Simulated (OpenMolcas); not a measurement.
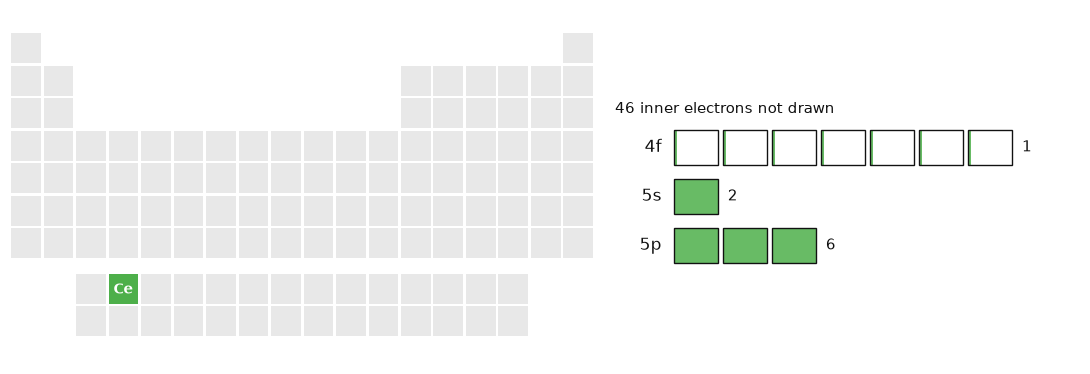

Left, the place of cerium in the periodic table; right, the outer shells of the leading configuration of the lowest level: a box for each of the 2l + 1 orbitals, shaded by the share of the shell that is filled, with the electron count at the right.

Run report: Ce³⁺ complex, multiconfigurational calculation

System: Ce³⁺ with 6 ligands (F; octahedron, 2.32 Å), embedded in Cs2NaYF6 by model potentials and point charges, whose field is part of the energies.
Method: state-averaged SS-CASPT2, IPEA shift 0.25, imaginary shift 0.1 hartree, closed shells 5s 5p of the metal and the valence shells of the ligands correlated, active space 1 electron in the shell 4f, basis ANO-RCC-VDZP on the metal and ANO-RCC-VDZP on the ligands, DKH2 scalar Hamiltonian, spin-orbit coupling by RASSI with atomic mean-field integrals (OpenMolcas).

## The program's output (extracts)
```
--- CASPT2 ---
Orbital specifications:
      -----------------------

      Symmetry species                           1   2
                                                ag  au
      Frozen orbitals                           17  12
      Inactive orbitals                         13  15
      Active orbitals                            0   7
      Secondary orbitals                        60  52
      Deleted orbitals                           0   0
      Number of basis functions                 90  86
Type of calculation                        SS-CASPT2
      Fock operator                              state-specific
      IPEA shift                                 0.25
      Real shift                                 0.00
      Imaginary shift                            0.10
      The input orbitals will be transformed to quasi-canonical
Reference energy:       -9451.9909495190
      E2 (Non-variational):      -1.4744069946
      Shift correction:          -0.0010956656
      E2 (Variational):          -1.4755026602
      Total energy:           -9453.4664521792
      Residual norm:              0.0000001004
      Reference weight:           0.72896
      Contributions to the CASPT2 correlation energy
      Active & Virtual Only:          0.0000000001
      One Inactive Excited:          -0.0298659071
      Two Inactive Excited:          -1.4445410876
Reference energy:       -9451.9877908462
      E2 (Non-variational):      -1.4752098878
      Shift correction:          -0.0011011267
      E2 (Variational):          -1.4763110146
      Total energy:           -9453.4641018607
      Residual norm:              0.0000001777
      Reference weight:           0.72862
      Contributions to the CASPT2 correlation energy
      Active & Virtual Only:          0.0000000001
      One Inactive Excited:          -0.0312202703
      Two Inactive Excited:          -1.4439896177
::    CASPT2 Root  1     Total energy:  -9453.46645218
::    CASPT2 Root  2     Total energy:  -9453.46410186
::    CASPT2 Root  3     Total energy:  -9453.46412400
::    CASPT2 Root  4     Total energy:  -9453.46414577
::    CASPT2 Root  5     Total energy:  -9453.45702711
::    CASPT2 Root  6     Total energy:  -9453.45716962
::    CASPT2 Root  7     Total energy:  -9453.45665179
```

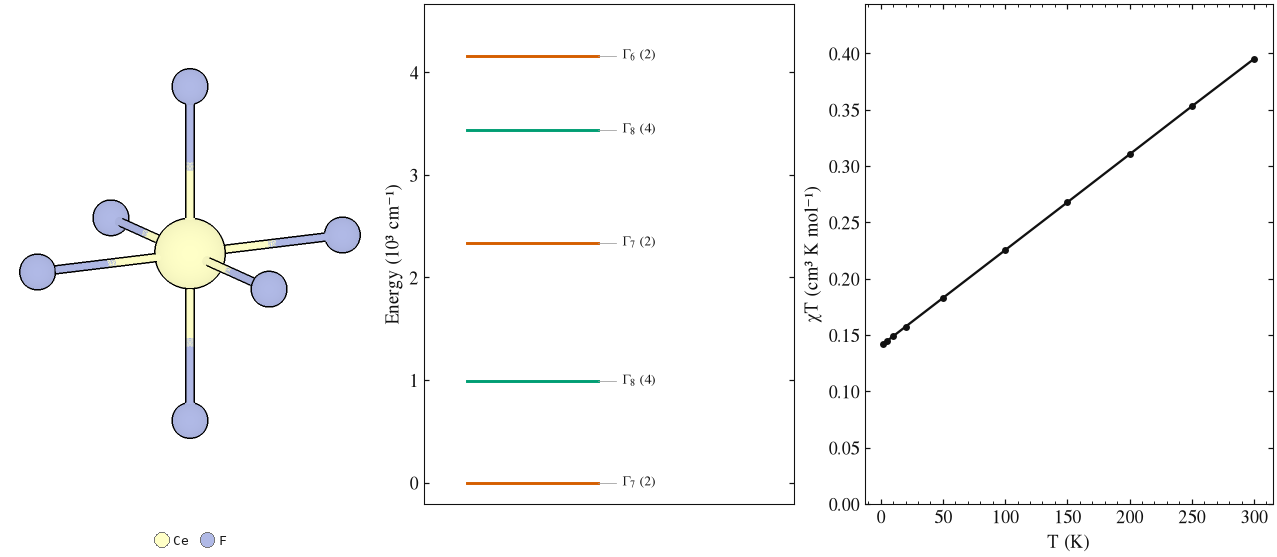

Ce³⁺ (4f) as a dopant in Cs₂NaYF₆, a cluster with its 6 nearest F⁻ at 2.320 Å (octahedron) embedded in model potentials and point charges; the geometry was set, not optimised, and its levels and susceptibility. Labels give the representation in O, Td, D4 or D3 as the site allows (double group for half-integer spin) where it could be assigned and, in brackets, the degeneracy; spin-free states, where drawn, share the zero of the spin-orbit levels. Powder susceptibility by Van Vleck's formula. The ground level is Γ₇, a Kramers doublet, 100 % from states of spin multiplicity 2, effective J = 2.53, with |mJ| = 3/2 the largest share (83 %). Its principal g values are 1.22, 1.22 and 1.22, isotropic. The next level lies at 991 cm⁻¹ (Γ₈). The lowest J multiplet spreads over 991 cm⁻¹. χT is 0.142 cm³ K mol⁻¹ at 2 K and 0.395 at 300 K, an effective moment of 1.78 μB.

## The input
```
&GATEWAY
Basis set
Ce.ANO-RCC-VDZP.
Ce1 0.0 0.0 0.0 Angstrom
End of basis
Basis set
F.ANO-RCC-VDZP.
L1 2.320000 0.000000 0.000000 Angstrom
L2 0.000000 2.320000 0.000000 Angstrom
L3 0.000000 0.000000 2.320000 Angstrom
End of basis
Basis set
Na.EMB-AIMP.Ruiperez.7s4p.1s1p.ECP.Cs2NaYF6.
PseudoCharge
* 3 symmetry-unique lattice sites within 7.6 angstrom
End of basis
Basis set
Cs.EMB-AIMP.Ruiperez.0s.0s.ECP.Cs2NaYF6.
PseudoCharge
* 16 symmetry-unique lattice sites within 7.6 angstrom
End of basis
Basis set
F.EMB-AIMP.Ruiperez.0s.0s.ECP.Cs2NaYF6.
PseudoCharge
* 27 symmetry-unique lattice sites within 7.6 angstrom
End of basis
Basis set
Y.EMB-AIMP.Ruiperez.0s.0s.ECP.Cs2NaYF6.
PseudoCharge
* 6 symmetry-unique lattice sites within 7.6 angstrom
End of basis
Symmetry
XYZ
AngMom=0.0 0.0 0.0
AMFI
RICD
XField
1537 Angstrom 0
* Evjen-weighted lattice charges
&SEWARD
&RASSCF
FileOrb=start.orb
Symmetry=2
Spin=2
nActEl=1 0 0
Inactive=30 27
Ras2=0 7
CIRoot=7 7 1
SDav=7
CIMx=300
Iter=150 100
PrWF=0.3
OrbListing=Nothing
MaxOrb=0
LevShft=1.0
>>> COPY $Project.JobIph JOB001
&RASSI
NrOfJobIphs=1 7
1 2 3 4 5 6 7
IphNames
JOB001
EJob
SpinOrbit
DIPRint=1.0
SOCoupling=1000.0
Subsets=2
Property=9
'ANGMOM' 1 'ANGMOM' 2 'ANGMOM' 3 'MLTPL  1' 1 'MLTPL  1' 2 'MLTPL  1' 3
'AMFI' 1 'AMFI' 2 'AMFI' 3
SOProperty=3
'ANGMOM' 1 'ANGMOM' 2 'ANGMOM' 3
>>> COPY JOB001 $Project.JobIph
&CASPT2
Multistate=7 1 2 3 4 5 6 7
NoMult
Frozen=17 12
IPEA=0.25
Imaginary=0.1
MaxIter=60
WThr=0.0 0.3 0.05
PrWF=0.5
NoMix
```

The file start.orb holds starting orbitals from an earlier step. A driver script formed the levels outside the program, from RASSI's spin-orbit matrix and the CASPT2 energies (for multi-state variants, the effective Hamiltonian), averaged over the components of each term or state. The log and the time are those of the CASPT2 step.

Launched with:
```bash
OMP_NUM_THREADS=1 MOLCAS_MEM=2457 MOLCAS_PROJECT=a pymolcas a.inp > a.log  # once for each step of the input, in one work folder
```

## Key numbers

```
                                 quantity                                                                 value
                                  outcome                                                             converged
      energy of the lowest spin-free term                                                   −9453.46645 hartree
    energy of the lowest spin-orbit level                                                   −9453.47138 hartree
                CASPT2 correlation energy                                                       −1.4755 hartree
largest spread among components of a term                                                            113.7 cm⁻¹
                  lowest reference weight                                                                 0.729
                                 hardware  1 thread of Arm Neoverse V1, 24 GiB of memory available, shared host
                                wall time                                                                  40 s
                              peak memory                                                               0.6 GiB
```

## Remarks

The components of ²T1, which symmetry makes degenerate, are split by 114 cm⁻¹ in CASPT2. This is an artefact; the levels of such states rest on averages and are uncertain by about as much. Caveats: the geometry is set by hand, with no relaxation.
